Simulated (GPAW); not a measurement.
# Screening of a field by Cl/Ru(0001)

Wanted: the out-of-plane polarisability of Cl/Ru(0001).

Program: GPAW 26.7.0. Level of theory: GPAW, PAW setups; slab in vacuum, relaxation, in the first sound run; inputs show where later runs differ. Results are calculated unless marked as measured.

## Step 1: Starting point

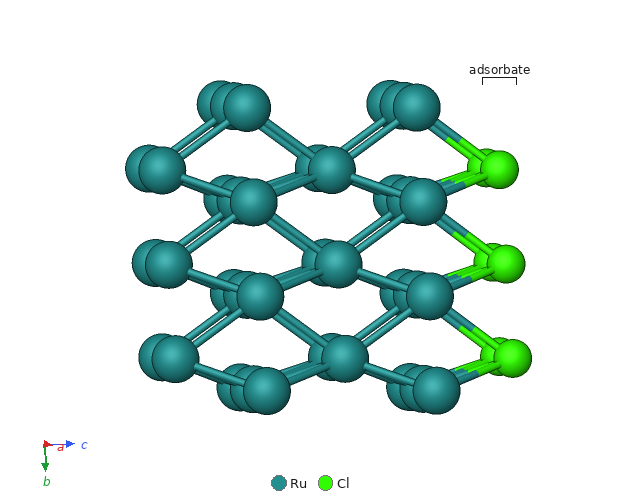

The starting structure, seen from the side, with the c axis across the page (ruthenium teal, chlorine green). 2×3×1 cells are drawn. Bonds to atoms that aren't drawn are left out. Some periodic images of atoms are drawn too.

The cell holds 5 atoms: 4 Ru and 1 Cl. Cell: a = 2.700 Å, b = 2.700 Å, c = 26.501 Å, α = 90.0°, β = 90.0°, γ = 60.0°. Vacuum lies along c.

## Step 2: Relaxation

The atoms are relaxed first, since the surface dipole, and with it the work function, follows the positions of the outer layers. The lowest 2 atoms are held at bulk positions and keep their forces.

run.py reads:

```python
import json
import numpy as np
from ase import Atoms
from ase.constraints import FixAtoms
from ase.optimize import BFGS
from gpaw import GPAW, PW

slab = Atoms(
    ['Ru', 'Ru', 'Ru', 'Ru', 'Cl'],
    positions=[
        [2.70000, 1.55885, 9.00000],
        [0.00000, 0.00000, 11.13840],
        [2.70000, 1.55885, 13.27680],
        [0.00000, 0.00000, 15.41520],
        [2.70000, 1.55885, 17.50106]],
    cell=[[2.7, 0.0, 0.0], [1.35, 2.33827, 0.0], [0.0, 0.0, 26.50106]],
    pbc=[True, True, False])

slab.calc = GPAW(mode=PW(400), xc='PBE', kpts={'size': (13, 13, 1), 'gamma': True},
                 occupations={'name': 'fermi-dirac', 'width': 0.1}, nbands='160%',
                 convergence={'density': 1e-05}, maxiter=200,
                 poissonsolver={'dipolelayer': 'xy'},
                 symmetry={'tolerance': 1e-3, 'extra_ids': [1, 1, 0, 0, 0]}, txt='slab.txt')
result = {}
slab.set_constraint(FixAtoms([0, 1]))
path = []
opt = BFGS(slab, maxstep=0.2)
opt.attach(lambda: path.append((slab.get_potential_energy(), slab.positions.tolist(), slab.get_forces().tolist())))
result['relaxed'] = bool(opt.run(fmax=0.03, steps=40))
result['path'] = path
energy = slab.get_potential_energy()
fermi = slab.calc.get_fermi_level()
v = slab.calc.get_electrostatic_potential().mean((0, 1)) - fermi
n = slab.calc.get_pseudo_density().mean((0, 1))
L = slab.cell[2, 2]
z = np.arange(len(v)) * L / len(v)
low, high = slab.positions[:, 2].min(), slab.positions[:, 2].max()
below, above = np.interp([low - 6.8, high + 6.8], z, v)
slopes = [np.interp(x, z, np.gradient(v, z)) for x in (low - 6.8, high + 6.8)]
eps = np.array([[slab.calc.get_eigenvalues(k, s) for k in range(len(slab.calc.get_ibz_k_points()))]
                for s in range(slab.calc.get_number_of_spins())]) - fermi
top, bottom = eps[eps < 0].max(), eps[eps > 0].min()
dipole = slab.get_dipole_moment()[2]
print(f'energy {energy:.4f} eV, Fermi level {fermi:.4f} eV, dipole {dipole:.5f} e A')
print(f'potential 6.8 A off the faces, from the Fermi level: lower {below:.4f} eV, upper {above:.4f} eV')
print(f'slope of the potential there: lower {slopes[0]:.5f}, upper {slopes[1]:.5f} eV/A')
print(f'nearest levels on the mesh: {top:.4f} and {bottom:.4f} eV')
print('magnetic moment', round(slab.get_magnetic_moment(), 3))
result.update(energy=energy, fermi=fermi, dipole=dipole, below=below, above=above, slopes=slopes, edges=[top, bottom],
              z=z.tolist(), v=v.tolist(), n=n.tolist(), positions=slab.positions.tolist(),
              forces=slab.get_forces(apply_constraint=False).tolist(), moments=slab.get_magnetic_moments().tolist())
json.dump(result, open('result.json', 'w'))
```

The run is started by

```
$ OMP_NUM_THREADS=1 OPENBLAS_NUM_THREADS=1 python run.py
```

The program printed:

```text
Step          Energy          fmax
BFGS:    0      -37.362231        0.334288
BFGS:    1      -37.364596        0.252442
BFGS:    2      -37.369652        0.121179
BFGS:    3      -37.370058        0.106149
BFGS:    4      -37.371373        0.086756
BFGS:    5      -37.371515        0.079480
BFGS:    6      -37.371955        0.059359
BFGS:    7      -37.372400        0.047406
BFGS:    8      -37.372753        0.038376
BFGS:    9      -37.372835        0.009828
energy -37.3046 eV, Fermi level 2.2859 eV, dipole 0.00625 e A
potential 6.8 A off the faces, from the Fermi level: lower 5.0115 eV, upper 4.8240 eV
slope of the potential there: lower -0.00019, upper -0.00000 eV/A
nearest levels on the mesh: -0.0071 and 0.0111 eV
magnetic moment 0.0
```

Run time: 19 min. Hardware: 1 thread of Arm Neoverse V1, shared host; peak memory 0.24 GiB.

This run has no spin polarisation, although Ru can carry a moment.

Relaxation path:

| step | energy less that of the first step (eV) | largest force (eV/Å) |
| --- | --- | --- |
| 1 | 0.0000 | 0.3343 |
| 2 | -0.0023 | 0.2524 |
| 3 | -0.0068 | 0.1212 |
| 4 | -0.0072 | 0.1061 |
| 5 | -0.0087 | 0.0868 |
| 6 | -0.0089 | 0.0795 |
| 7 | -0.0095 | 0.0594 |
| 8 | -0.0103 | 0.0474 |
| 9 | -0.0109 | 0.0384 |
| 10 | -0.0110 | 0.0098 |

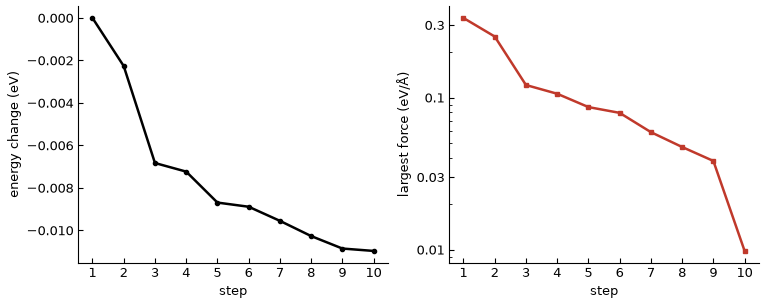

Energy and largest force along the relaxation.

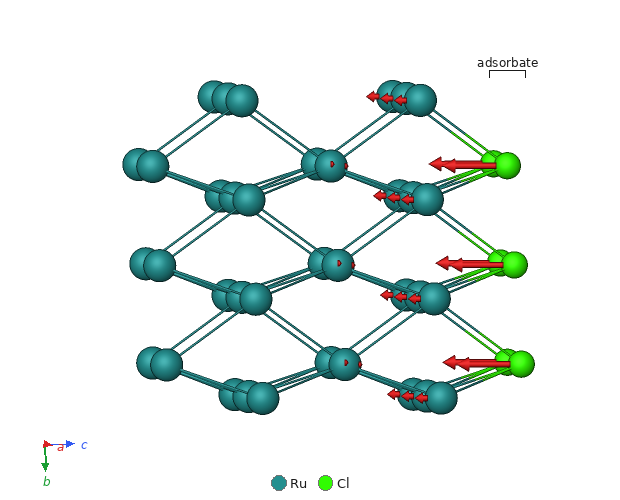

Displacements in the relaxation, exaggerated; the longest in the cell stands for 0.07 Å. Bonds to atoms that aren't drawn are left out. 2×3×1 cells are drawn. Some periodic images of atoms are drawn too.

The atoms that moved most (Å):

| atom | dx | dy | dz | length |
| --- | --- | --- | --- | --- |
| Cl5 | 0.000 | 0.000 | -0.068 | 0.068 |
| Ru4 | 0.000 | 0.000 | -0.017 | 0.017 |
| Ru3 | 0.000 | 0.000 | 0.005 | 0.005 |

Final coordinates:

```xyz
5
Lattice="2.7000 0.0000 0.0000 1.3500 2.3383 0.0000 0.0000 0.0000 26.5011" Properties=species:S:1:pos:R:3
Ru    2.7000    1.5589    9.0000
Ru    0.0000    0.0000   11.1384
Ru    2.7000    1.5589   13.2819
Ru    0.0000    0.0000   15.3986
Cl    2.7000    1.5589   17.4329
```

Numbers from this step:

- dipole along the normal: 0.006247 e·Å
- levels nearest the Fermi level on the mesh: -0.007150, 0.01112 eV from the Fermi level
- upper work function: 4.824 eV
- lower work function: 5.012 eV

The electrostatic potential energy of an electron (without an applied field's), less the Fermi level, planar mean oscillates, so the rows of the table below give means over windows of 2.12 Å about each position, cut where the curve ends. Its maxima inside the range that stand out by 2 % of the span (Å: eV): 10.1: -1.80, 12.2: -1.99, 14.3: -2.21, 16.5: -1.87. Its minima: 9.0: -28.0, 11.1: -28.4, 13.3: -28.3, 15.4: -28.4, 17.4: -27.5.

Electrostatic potential energy of an electron (without an applied field's), less the Fermi level, planar mean against z; means over each step:

| z (Å) | electrostatic potential energy of an electron (without an applied field's), less the Fermi level, planar mean (eV) |
| --- | --- |
| 1.06 | 5.00 |
| 3.18 | 5.01 |
| 5.30 | 5.00 |
| 7.42 | 1.81 |
| 9.54 | -13.3 |
| 11.66 | -13.6 |
| 13.78 | -13.8 |
| 15.90 | -13.6 |
| 18.02 | -7.95 |
| 20.14 | 4.79 |
| 22.26 | 4.82 |
| 24.38 | 4.82 |

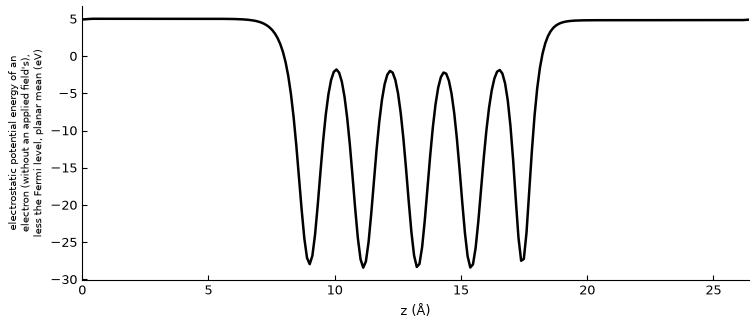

Electrostatic potential energy of an electron (without an applied field's), less the Fermi level, planar mean against z.

The pseudo valence density, planar mean oscillates, so the rows of the table below give means over windows of 2.12 Å about each position, cut where the curve ends. Its maxima inside the range that stand out by 2 % of the span (Å: e/Å³): 8.9: 2.56, 11.2: 2.55, 13.4: 2.61, 15.5: 2.62, 17.2: 0.746. Its minima: 10.2: 0.385, 12.3: 0.377, 14.4: 0.392, 16.3: 0.351.

The pseudo valence density, planar mean by z; means over each step:

| z (Å) | pseudo valence density, planar mean (e/Å³) |
| --- | --- |
| 3.18 | 2.7e-6 |
| 5.30 | 5.3e-4 |
| 7.42 | 0.140 |
| 9.54 | 1.19 |
| 11.66 | 1.19 |
| 13.78 | 1.20 |
| 15.90 | 1.17 |
| 18.02 | 0.419 |
| 20.14 | 0.00224 |
| 22.26 | 0 |

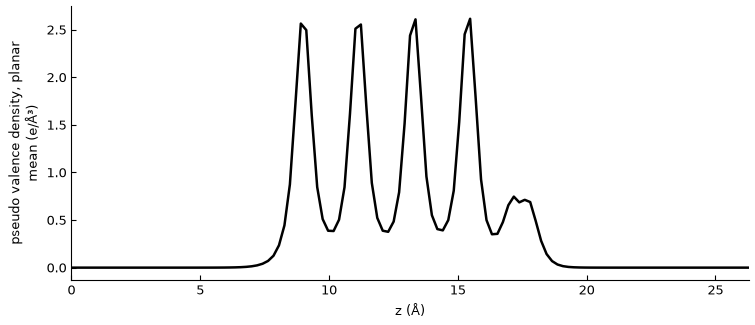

Pseudo valence density, planar mean against z.

The relaxation lowered the energy of the cell by 0.0110 eV (energies extrapolated to zero smearing; the optimiser's log prints free energies). The largest force left on a free atom is 0.0098 eV/Å.

## Step 3: Plane waves, PBE

With the geometry fixed, the planar mean of the potential gives the vacuum level on each side.

This step: GPAW, PAW setups; slab in vacuum (GPAW 26.7.0).

Changes to run.py since step 2:

```diff
@@ -3,4 +3,2 @@
 from ase import Atoms
-from ase.constraints import FixAtoms
-from ase.optimize import BFGS
 from gpaw import GPAW, PW
@@ -12,5 +10,5 @@
         [0.00000, 0.00000, 11.13840],
-        [2.70000, 1.55885, 13.27680],
-        [0.00000, 0.00000, 15.41520],
-        [2.70000, 1.55885, 17.50106]],
+        [2.70000, 1.55885, 13.28193],
+        [-0.00000, 0.00000, 15.39864],
+        [2.70000, 1.55885, 17.43288]],
     cell=[[2.7, 0.0, 0.0], [1.35, 2.33827, 0.0], [0.0, 0.0, 26.50106]],
@@ -22,10 +20,4 @@
                  poissonsolver={'dipolelayer': 'xy'},
-                 symmetry={'tolerance': 1e-3, 'extra_ids': [1, 1, 0, 0, 0]}, txt='slab.txt')
+                 symmetry={'tolerance': 1e-3}, txt='slab.txt')
 result = {}
-slab.set_constraint(FixAtoms([0, 1]))
-path = []
-opt = BFGS(slab, maxstep=0.2)
-opt.attach(lambda: path.append((slab.get_potential_energy(), slab.positions.tolist(), slab.get_forces().tolist())))
-result['relaxed'] = bool(opt.run(fmax=0.03, steps=40))
-result['path'] = path
 energy = slab.get_potential_energy()
```

The program printed:

```text
energy -37.3046 eV, Fermi level 2.2861 eV, dipole 0.00645 e A
potential 6.8 A off the faces, from the Fermi level: lower 5.0115 eV, upper 4.8237 eV
slope of the potential there: lower -0.00023, upper 0.00003 eV/A
nearest levels on the mesh: -0.0071 and 0.0110 eV
magnetic moment 0.0
```

Run time: 2.7 min. Hardware: 1 thread; peak memory 0.24 GiB.

This step gave:

| Quantity | Value |
| --- | --- |
| dipole along the normal | 0.006446 e·Å |
| levels nearest the Fermi level on the mesh | -0.007126, 0.01100 eV from the Fermi level |
| lower work function | 5.011 eV |

The electrostatic potential energy of an electron (without an applied field's), less the Fermi level, planar mean oscillates, so the rows of the table below give means over windows of 2.12 Å about each position, cut where the curve ends. Its maxima inside the range that stand out by 2 % of the span (Å: eV): 10.1: -1.80, 12.2: -1.99, 14.3: -2.21, 16.5: -1.87. Its minima: 9.0: -28.0, 11.1: -28.4, 13.3: -28.3, 15.4: -28.4, 17.4: -27.5.

Electrostatic potential energy of an electron (without an applied field's), less the Fermi level, planar mean against z; means over each step:

(Unchanged from step 2.)

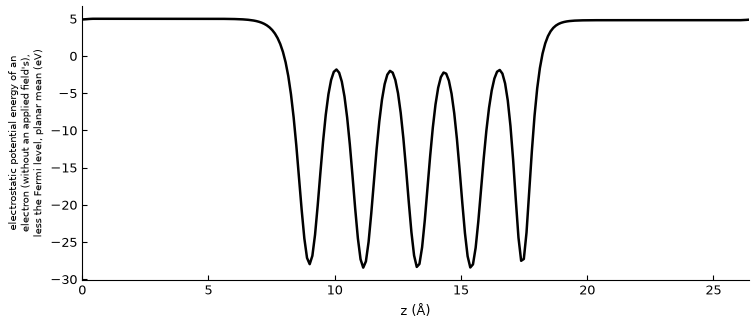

Electrostatic potential energy of an electron (without an applied field's), less the Fermi level, planar mean against z.

The pseudo valence density, planar mean oscillates, so the rows of the table below give means over windows of 2.12 Å about each position, cut where the curve ends. Its maxima inside the range that stand out by 2 % of the span (Å: e/Å³): 8.9: 2.56, 11.2: 2.55, 13.4: 2.61, 15.5: 2.62, 17.2: 0.746. Its minima: 10.2: 0.385, 12.3: 0.377, 14.4: 0.392, 16.3: 0.351.

The pseudo valence density, planar mean by z; means over each step:

| z (Å) | pseudo valence density, planar mean (e/Å³) |
| --- | --- |
| 3.18 | 2.7e-6 |
| 5.30 | 5.3e-4 |
| 7.42 | 0.140 |
| 9.54 | 1.19 |
| 11.66 | 1.19 |
| 13.78 | 1.20 |
| 15.90 | 1.17 |
| 18.02 | 0.419 |
| 20.14 | 0.00224 |
| 22.26 | 0 |

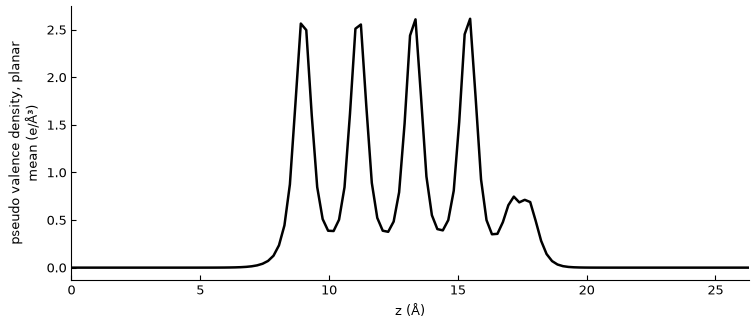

Pseudo valence density, planar mean, plotted against z.

Force by atom:

| atom | x (eV/Å) | y (eV/Å) | z (eV/Å) | size |
| --- | --- | --- | --- | --- |
| Ru1 | 0.000 | 0.000 | 0.522 | 0.522 |
| Ru2 | 0.000 | 0.000 | -0.526 | 0.526 |
| Ru3 | 0.000 | 0.000 | 0.010 | 0.010 |
| Ru4 | 0.000 | 0.000 | 0.002 | 0.002 |
| Cl5 | 0.000 | 0.000 | -0.005 | 0.005 |

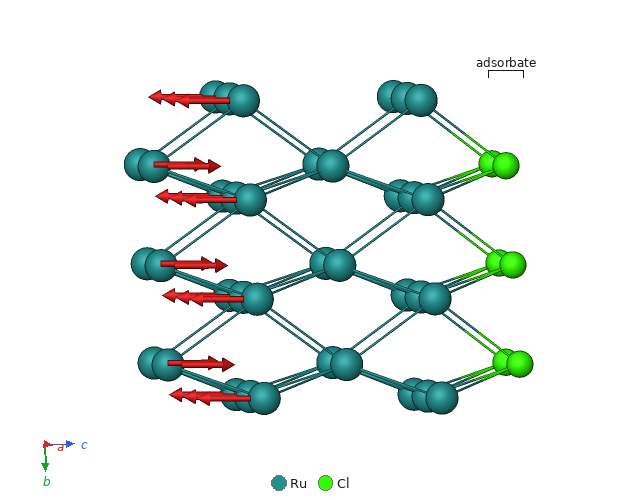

Force as arrows, the longest 0.526 eV/Å. Bonds to atoms that aren't drawn are left out. 2×3×1 cells are drawn. Some periodic images of atoms are drawn too.

The potential is flat to 2.3e-4 eV/Å where it is read, so the vacuum is wide enough.

## Step 4: In a field

A uniform field along the normal polarises the slab; the atoms stay fixed, so this is the electronic response alone.

Changes to run.py since step 3:

```diff
@@ -4,2 +4,3 @@
 from gpaw import GPAW, PW
+from gpaw.external import ConstantElectricField
 
@@ -20,2 +21,3 @@
                  poissonsolver={'dipolelayer': 'xy'},
+                 external=ConstantElectricField(-0.2, [0, 0, 1]),
                  symmetry={'tolerance': 1e-3}, txt='slab.txt')
```

The program printed:

```text
energy -37.3112 eV, Fermi level 2.3349 eV, dipole -0.07182 e A
potential 6.8 A off the faces, from the Fermi level: lower 3.8047 eV, upper 5.8638 eV
slope of the potential there: lower -0.00021, upper 0.00007 eV/A
nearest levels on the mesh: -0.0048 and 0.0055 eV
magnetic moment 0.0
```

The job ended after 10 min (1 thread; peak memory 0.51 GiB).

This step gave:

- dipole along the normal: -0.07182 e·Å
- levels nearest the Fermi level on the mesh: -0.004794, 0.005491 eV from the Fermi level
- potential below the slab, the applied field's own ramp left out: 3.805 eV from the Fermi level
- potential above the slab, the applied field's own ramp left out: 5.864 eV from the Fermi level

The electrostatic potential energy of an electron (without an applied field's), less the Fermi level, planar mean oscillates, so the rows of the table below give means over windows of 2.12 Å about each position, cut where the curve ends. Its maxima inside the range that stand out by 2 % of the span (Å: eV): 10.1: -2.44, 12.2: -2.20, 14.3: -2.00, 16.5: -1.22, 24.1: 5.86. Its minima: 9.0: -28.8, 11.1: -28.9, 13.3: -28.3, 15.4: -28.0, 17.4: -26.7.

Table of electrostatic potential energy of an electron (without an applied field's), less the Fermi level, planar mean by z; means over each step:

| z (Å) | electrostatic potential energy of an electron (without an applied field's), less the Fermi level, planar mean (eV) |
| --- | --- |
| 1.06 | 3.90 |
| 3.18 | 3.80 |
| 5.30 | 3.79 |
| 7.42 | 0.696 |
| 9.54 | -14.0 |
| 11.66 | -13.9 |
| 13.78 | -13.7 |
| 15.90 | -13.1 |
| 18.02 | -7.03 |
| 20.14 | 5.83 |
| 22.26 | 5.86 |
| 24.38 | 5.86 |

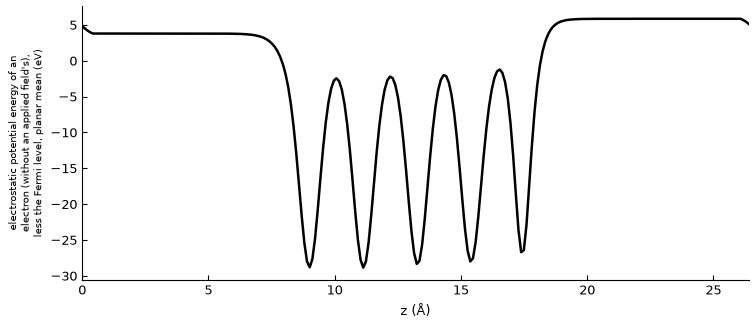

Electrostatic potential energy of an electron (without an applied field's), less the Fermi level, planar mean, plotted against z.

Force by atom:

| atom | x (eV/Å) | y (eV/Å) | z (eV/Å) | size |
| --- | --- | --- | --- | --- |
| Ru1 | 0.000 | 0.000 | 0.525 | 0.525 |
| Ru2 | 0.000 | 0.000 | -0.535 | 0.535 |
| Ru3 | 0.000 | 0.000 | 0.016 | 0.016 |
| Ru4 | 0.000 | 0.000 | -0.022 | 0.022 |
| Cl5 | 0.000 | 0.000 | 0.014 | 0.014 |

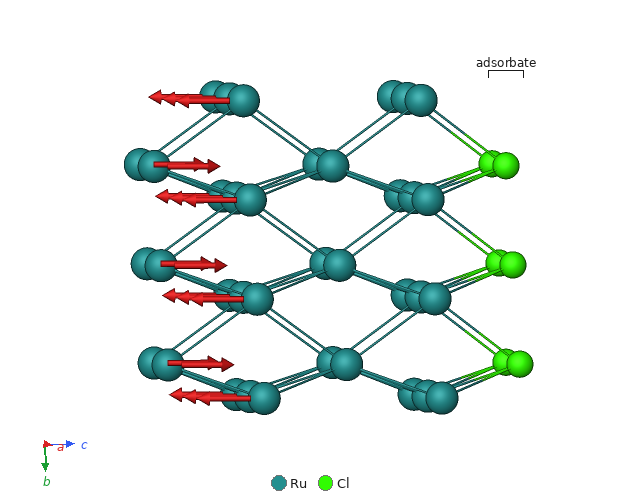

Force as arrows, the longest 0.535 eV/Å. Bonds to atoms that aren't drawn are left out. 2×3×1 cells are drawn. Some periodic images of atoms are drawn too.

The dipole is now -0.0718 e Å, against 0.0064 in the run without a field.

(Part 1 of 2 ends here.)

[Logs are printed without paths, hosts, clocks, repeated set-up lines and the standing remarks that a program may print on its own settings, such as how far it seeks lower states.]

[Hosts, paths, dates, database ids (printed as entryN), source tags and the programs' standing remarks are cut or masked in the printed files.]
